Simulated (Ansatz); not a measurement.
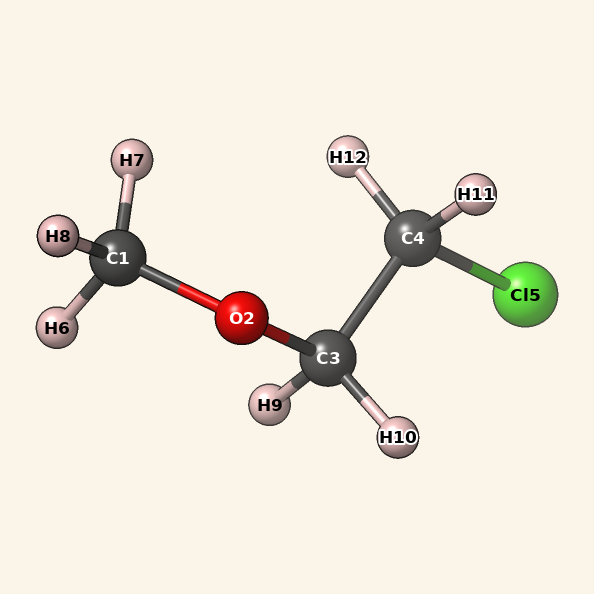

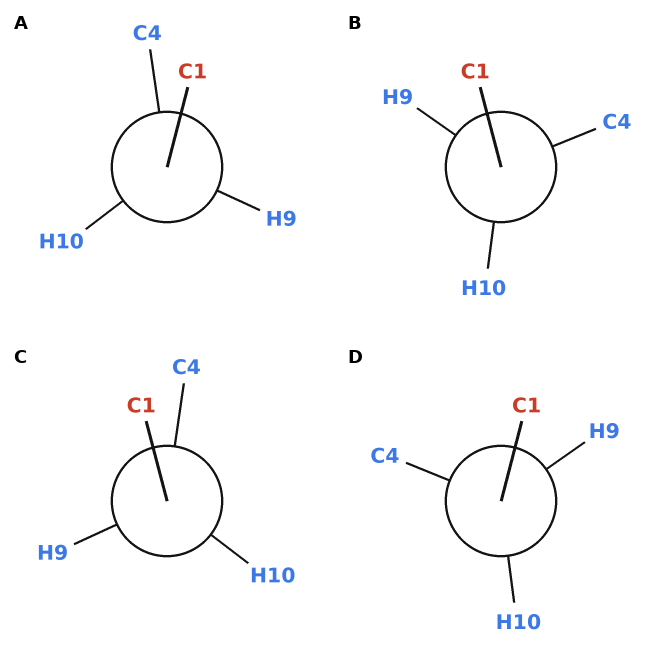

Depth is shown by fading: the farther an atom, the more it takes the colour of the background. Bonds that would overlap in a projection are set slightly apart. The computed structure is the end point of a PBE-D4/def2-SVP optimisation. No frequency run is at hand to confirm it as a minimum.

Which Newman projection shows the view along O2–C3, with O2 in front?

B. The torsion angle C1–O2–C3–C4 is 83°, about perpendicular.
